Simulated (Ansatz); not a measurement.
# What NaMgBr3 (model cell, started as cubic perovskite with Mg in the octahedra) distorts into, part 2 of 3

Wanted: the energy along a soft mode of NaMgBr3 (model cell, started as cubic perovskite with Mg in the octahedra) and the structure at the end.

Ansatz 0.2.0; DFT PBE, scalar-relativistic, plane waves, PAW.

So far, highest frequency on the path or at a solved wavevector (cm⁻¹): step 2 (the dispersion) 272. Also lowest frequency on the path (cm⁻¹): step 2 -78.9.

The structure was built from a prototype and need not be the compound's stable phase.

## (6) Relaxation from the frozen mode

Starting from the lowest point found, all atoms and the cell are let go, so that strain and other modes of the same symmetry can join in.

Contents of input.yaml:

```yaml
crystal:
  lattice:
    - [5.3131069714, 0.0, 0.0]
    - [0.0, 5.3131069714, 0.0]
    - [0.0, 0.0, 5.3131069714]
  atoms:
    - { symbol: Na, position: [0.0, 0.112928274, 0.0] }
    - { symbol: Mg, position: [0.5, 0.5027016558, 0.5] }
    - { symbol: Br, position: [0.5, 0.4849578588, 0.0] }
    - { symbol: Br, position: [0.5, -0.0032289273, 0.5] }
    - { symbol: Br, position: [0.0, 0.4849578588, 0.5] }
kpoints:
  mp_grid: { grid: [4, 4, 4] }
hamiltonian:
  xc: pbe
scf:
  occupations: { method: fixed }
output:
  forces: true
  stress: true
  eigenvalues: true
relax:
  adjacent_minimum: "off"
  f_tol: 0.002
  max_steps: 120
  cell: { stress_tol: 0.03 }
```

Launch:

```sh
$ ansatz run input.yaml --threads 4 --pin off --max-ram 14336MiB --backend cpu --events-out ev --progress --plain --runs-dir out
```

Numbers of over 12 decimals in the logs are rounded to 6 here.

The program printed:

```text
[...]
Crystal: 5 atoms, lattice volume = 149.984 Å³
Basis set: ecut = 420 eV, 2945 PW (Γ), exchange–correlation on 72×72×72 points (8 copies of the dense FFT grid, shifted against one another)
Bands: 25, of which v1, the nominal top of the filled ones, is band 20 counted from 1 (19 counted from 0)
Symmetry: 8 space group operations
[...]
k-points: 18 of 64 (time reversal used)
[...]
SCF iter   1: F=—  HF=-11766.711301 eV  |F-HF|=—  |Δ(HF+E_count)|=         —  Δρ=6.05e-4  dr2=1.18e-3  ethr=1.77e-3  ⟨swp⟩=6.4  Hψ=2072  notcnv=0  defer=50
[...]
SCF iter   6: F=-11766.711619 eV  HF=-11766.711619 eV  |F-HF|=1.33e-8  |Δ(HF+E_count)|=   9.02e-8  Δρ=3.71e-6  dr2=2.01e-8  ethr=2.50e-10  ⟨swp⟩=12.9  Hψ=2688  notcnv=0
SCF 1 converged in 6 iterations: F = -11766.711619 eV  dr2 = 2.01e-8
[...]
relax step   1: F+E_penalty+E_count = -11766.71161937 eV  Δ(F+E_penalty+E_count) = +0.000e0 eV  max|allowed force component| = 1.922e-1 eV/Å  Δτ_max = 0.0000 Å  P = +0.257 GPa  Ω = 149.984 Å³  (6 SCF iters, dr2 threshold 1.00e-7 eV, accepted)
Crystal: 5 atoms, lattice volume = 151.998 Å³
[...]
iter 1 solved again at ethr=4.30e-5 eV; its pass at ethr=3.10e-3 eV (dr2=1.72e-2 eV) is discarded
[...]
SCF iter   5: F=-11766.730857 eV  HF=-11766.730857 eV  |F-HF|=3.44e-7  |Δ(HF+E_count)|=   3.57e-6  Δρ=1.24e-5  dr2=1.92e-7  ethr=1.25e-9  ⟨swp⟩=11.3  Hψ=2843  notcnv=0
SCF 2 converged in 5 iterations: F = -11766.730857 eV  dr2 = 1.92e-7
relax step   2: F+E_penalty+E_count = -11766.73085703 eV  Δ(F+E_penalty+E_count) = -1.924e-2 eV  max|allowed force component| = 1.921e-1 eV/Å  Δτ_max = 0.0707 Å  P = -0.012 GPa  Ω = 151.998 Å³  energy of the carried Pulay correction = -1.112e-4 eV  (5 SCF iters, dr2 threshold 5.00e-7 eV, accepted)
Crystal: 5 atoms, lattice volume = 152.793 Å³
Basis set: ecut = 420 eV, 2953 PW (Γ), exchange–correlation on 72×72×72 points (8 copies of the dense FFT grid, shifted against one another)
[...]
SCF iter   6: F=-11766.772782 eV  HF=-11766.772782 eV  |F-HF|=6.75e-7  |Δ(HF+E_count)|=   6.18e-6  Δρ=8.69e-6  dr2=2.37e-7  ethr=1.25e-9  ⟨swp⟩=12.1  Hψ=2857  notcnv=0
SCF 3 converged in 6 iterations: F = -11766.772782 eV  dr2 = 2.37e-7
relax step   3: F+E_penalty+E_count = -11766.77278228 eV  Δ(F+E_penalty+E_count) = -4.193e-2 eV  max|allowed force component| = 1.125e-1 eV/Å  Δτ_max = 0.1951 Å  P = +0.151 GPa  Ω = 152.793 Å³  energy of the carried Pulay correction = -1.546e-4 eV  (6 SCF iters, dr2 threshold 5.00e-7 eV, accepted)
[...]
relax step   4: F+E_penalty+E_count = -11766.78896223 eV  Δ(F+E_penalty+E_count) = -1.618e-2 eV  max|allowed force component| = 5.896e-2 eV/Å  Δτ_max = 0.1950 Å  P = +0.163 GPa  Ω = 155.016 Å³  energy of the carried Pulay correction = -2.750e-4 eV  (6 SCF iters, dr2 threshold 5.00e-7 eV, accepted)
[...]
relax step   5: F+E_penalty+E_count = -11766.79105185 eV  Δ(F+E_penalty+E_count) = -2.090e-3 eV  max|allowed force component| = 1.546e-2 eV/Å  Δτ_max = 0.0211 Å  P = +0.028 GPa  Ω = 156.046 Å³  energy of the carried Pulay correction = -3.302e-4 eV  (5 SCF iters, dr2 threshold 2.17e-7 eV, accepted)
[...]
relax step   6: F+E_penalty+E_count = -11766.79110521 eV  Δ(F+E_penalty+E_count) = -5.335e-5 eV  max|allowed force component| = 6.583e-4 eV/Å  Δτ_max = 0.0064 Å  P = -0.003 GPa  Ω = 156.166 Å³  energy of the carried Pulay correction = -3.366e-4 eV  (5 SCF iters, dr2 threshold 1.49e-8 eV, accepted)
Basis set: ecut = 420 eV, 3029 PW (Γ), exchange–correlation on 80×72×80 points (8 copies of the dense FFT grid, shifted against one another)
[...]
SCF iter   7: F=-11766.791362 eV  HF=-11766.791362 eV  |F-HF|=1.09e-11  |Δ(HF+E_count)|=  1.75e-10  Δρ=4.89e-8  dr2=7.33e-12  ethr=1.00e-12  ⟨swp⟩=14.7  Hψ=3152  notcnv=0
SCF 7 converged in 7 iterations: F = -11766.791362 eV  dr2 = 7.33e-12
relax step   7: F+E_penalty+E_count = -11766.79136234 eV  Δ(F+E_penalty+E_count) = -2.571e-4 eV  max|allowed force component| = 6.160e-4 eV/Å  Δτ_max = 0.0000 Å  P = -0.006 GPa  Ω = 156.166 Å³  stress off target by 6.50e-3 GPa  SCF on the basis re-selected at this cell (its energy is not comparable with the rows above)  (7 SCF iters)
basis re-selected at this cell: Δ(F+E_penalty+E_count) = -2.571e-4 eV, ΔP = -0.003 GPa vs the last step (what re-selecting the basis moved, of the pressure what is left beyond the Pulay correction that the steps carried, after the strain that the cell walked since its last selection, with what the two solves' SCF thresholds leave and, on support functions, any second-order correction that the steps lacked; it is no measure of the basis error at this ecutwfc). The dense FFT grid was sized anew with the basis: this SCF ran on 40×36×40 points, the steps before it on 36×36×36, so part of this shift can come from that change (see relax.cell in the input reference). [rest of the remark cut]
SCF converged after 7 iterations
Free energy (F): -11766.791362 eV
[...]
Internal energy: -11766.791362 eV  (E = F + TS)
E sigma→0 (E₀):  -11766.791362 eV
Fermi energy:    1.571535 eV
[...]
--- Forces (eV/Å), atoms counted from 1 ---
  atom   1  Na    -0.00000000    -0.00061521    -0.00000000
  atom   2  Mg     0.00000000    -0.00005560    -0.00000000
  atom   3  Br     0.00000000     0.00035495    -0.00000000
  atom   4  Br     0.00000000    -0.00003518     0.00000000
  atom   5  Br    -0.00000000     0.00035495     0.00000000
  max |Σ_I F_I| component: 3.92e-6 eV/Å
--- Stress (GPa, compression-positive) ---
       -0.006499       0.000000       0.000000
        0.000000      -0.006260       0.000000
        0.000000       0.000000      -0.006499
  P = ⅓ Tr σ = -0.0064 GPa (-0.064 kbar)
--- Band table (eV; the first three rows and the last of 18) ---
  k-point 0: bands = [... 16 lower, 0.5894, 0.9273, 1.1165, 1.1165, 4.0273, 5.3131, 8.3290, 8.3364, ... 1 higher]
  k-point 1: bands = [... 16 lower, 0.4240, 0.8084, 0.8474, 1.1206, 4.9667, 5.9315, 8.6227, 8.8380, ... 1 higher]
  k-point 2: bands = [... 16 lower, 0.1750, 0.6564, 0.8230, 1.1273, 6.1774, 7.0179, 7.6982, 9.0775, ... 1 higher]
  k-point 17: bands = [... 16 lower, 0.4753, 1.0454, 1.5715, 1.5715, 6.1174, 7.1554, 7.1554, 7.3352, ... 1 higher]
--- Relaxed structure (6 steps of the walk, 6 accepted, 1 SCFs on fresh bases) ---
  F+E_penalty+E_count = -11766.79136234 eV   max|allowed force component| = 6.160e-4 eV/Å   (the final SCF, on the basis selected at the relaxed cell)
  cell:  # Å, volume = 156.1657 Å³
    - [5.391799, 0, 0.0]
    - [0, 5.371783, 0.0]
    - [0.0, 0.0, 5.391799]
  atoms:
    - { symbol: Na, position: [0, 0.202418, 0.0] }
    - { symbol: Mg, position: [0.5, 0.489680, 0.5] }
    - { symbol: Br, position: [0.5, 0.457219, 0.0] }
    - { symbol: Br, position: [0.5, -0.024219, 0.5] }
    - { symbol: Br, position: [0, 0.457219, 0.5] }
```

Wall time 10 s (4 threads of Arm Neoverse V2, shared host); peak memory 0.43 GiB.

The steps of the relaxation:

```tsv
step	energy less that of the first step (eV)	largest force component (eV/Å)	pressure (GPa)	volume (Å³)
1	0.0000	0.1922	0.26	149.98
2	-0.0192	0.1921	-0.01	152.00
3	-0.0612	0.1125	0.15	152.79
4	-0.0773	0.0590	0.16	155.02
5	-0.0794	0.0155	0.03	156.05
6	-0.0795	0.0007	0.00	156.17
7*	-0.0797	0.0006	-0.01	156.17
```

Relaxation steps marked * repeat the geometry before them on a plane-wave basis chosen anew for their cell, so energy and pressure can jump there.

Forces are held to the 8 operations that the run works with; a distortion that breaks them can't arise in this run.

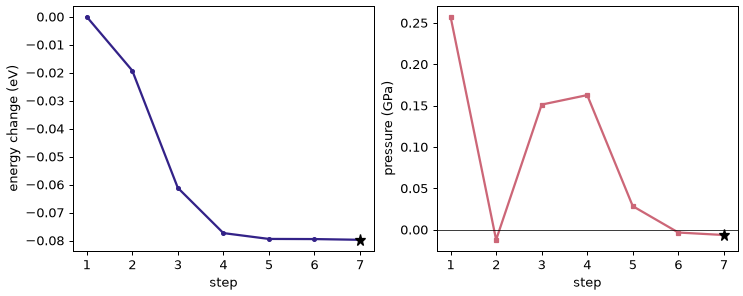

Energy and pressure along the relaxation. Stars mark steps on a basis chosen anew.

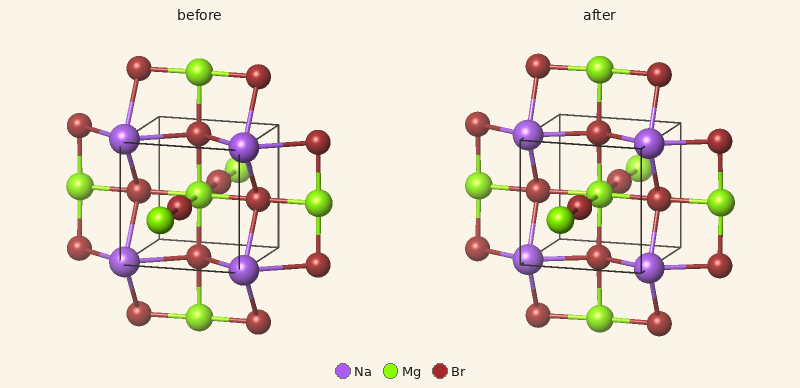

Before and after, at one scale.

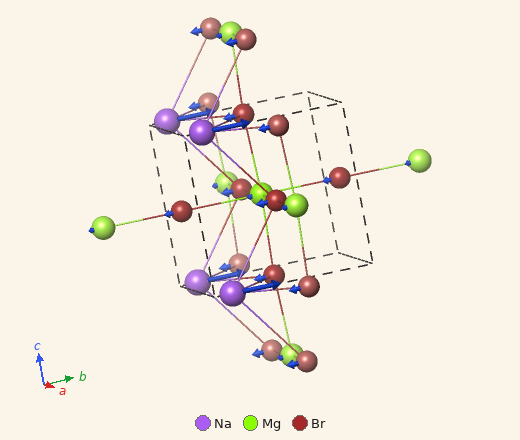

Displacements in the relaxation, exaggerated, measured against the changing cell; the longest in the cell stands for 0.48 Å. Some periodic images of atoms are drawn too.

```tsv
conventional cell, symmetrised	before	after	change
a (Å)	5.313	5.392	+1.5 %
b (Å)	5.313	5.392	+1.5 %
c (Å)	5.313	5.372	+1.1 %
volume (Å³/atom)	30.00	31.23	+4.1 %
```

The atoms that moved most (Å, as changes of fractional coordinates times the final cell):

```tsv
atom	dx	dy	dz	length
Na1	0.000	0.481	0.000	0.481
Br3	0.000	-0.149	0.000	0.149
Br5	0.000	-0.149	0.000	0.149
Br4	0.000	-0.113	0.000	0.113
Mg2	0.000	-0.070	0.000	0.070
```

The relaxed structure:

```cif
data_structure
_symmetry_space_group_name_H-M 'P 1'
_symmetry_Int_Tables_number 1
_cell_length_a 5.3918
_cell_length_b 5.3718
_cell_length_c 5.3918
_cell_angle_alpha 90.000
_cell_angle_beta 90.000
_cell_angle_gamma 90.000
_cell_volume 156.17
loop_
_atom_site_label
_atom_site_type_symbol
_atom_site_fract_x
_atom_site_fract_y
_atom_site_fract_z
_atom_site_occupancy
Na1 Na 0.00000 0.20242 0.00000 1
Mg2 Mg 0.50000 0.48968 0.50000 1
Br3 Br 0.50000 0.45722 0.00000 1
Br4 Br 0.50000 0.97578 0.50000 1
Br5 Br 0.00000 0.45722 0.50000 1
```

Numbers from this step:

* pressure: -0.006419 GPa
* gap on the k-mesh: 2.456 eV
* volume per atom: 31.23 Å³

The distorted start has space group P4mm; the relaxation ends in P4mm.

## (7) The new phase in its own primitive cell

The relaxed structure is symmetrised, reduced to its primitive cell and relaxed tightly, as its phonons need.

input.yaml, the sections that differ from step 6:

```yaml
crystal:
  lattice:
    - [5.391798632, 0.0, 0.0]
    - [0.0, 5.391798632, 0.0]
    - [0.0, 0.0, 5.3717829946]
  atoms:
    - { symbol: Na, position: [0.0, 0.0, 0.7975815552] }
    - { symbol: Mg, position: [0.5, 0.5, 0.510320291] }
    - { symbol: Br, position: [0.5, 0.0, 0.5427810839] }
    - { symbol: Br, position: [0.5, 0.5, 0.024219266] }
    - { symbol: Br, position: [0.0, 0.5, 0.5427810839] }
relax:
  adjacent_minimum: "off"
  f_tol: 0.001
  max_steps: 60
  cell: { stress_tol: 0.01 }
# kpoints, hamiltonian, scf, output: as in step 6
```

The program printed:

```text
[...]
Crystal: 5 atoms, lattice volume = 156.166 Å³
Basis set: ecut = 420 eV, 3029 PW (Γ), exchange–correlation on 80×80×72 points (8 copies of the dense FFT grid, shifted against one another)
Bands: 25, of which v1, the nominal top of the filled ones, is band 20 counted from 1 (19 counted from 0)
Symmetry: 8 space group operations
[...]
k-points: 18 of 64 (time reversal used)
[...]
cell:  # Å, volume = 156.1657 Å³
    - [5.391798632, 0.0, 0.0]
    - [0.0, 5.391798632, 0.0]
    - [0.0, 0.0, 5.3717829946]
  atoms:
    - { symbol: Na, position: [0.0, 0.0, 0.7975815552] }
    - { symbol: Mg, position: [0.500000, 0.500000, 0.510320291] }
    - { symbol: Br, position: [0.500000, 0.0, 0.5427810839] }
    - { symbol: Br, position: [0.500000, 0.500000, 0.024219266] }
    - { symbol: Br, position: [0.0, 0.500000, 0.5427810839] }
[key lines of the parts left out:]
SCF converged after 7 iterations
Free energy (F): -11766.791362 eV
Fermi energy:    1.571536 eV
P = ⅓ Tr σ = -0.0064 GPa (-0.064 kbar)
```

It took 3.3 s on 4 threads; peak memory 0.43 GiB.

Little changed from the start: no atom moved by 0.005 Å and no cell edge by 0.1 %.

Numbers from this step:

- pressure: -0.006418 GPa
- direct gap on mesh: 2.911 eV

The largest force component left is 0.62 meV/Å and the pressure is -0.006 GPa, within the tolerances set. The cell now holds 31.23 Å³/atom.

(Continued in part 3 of 3.)

[Logs are printed without paths, hosts, clocks, repeated set-up lines and the standing remarks that a program may print on its own settings, such as how far it seeks lower states.]

[Hosts, paths, dates, database ids (printed as entryN), source tags and the programs' standing remarks are cut or masked in the printed files.]
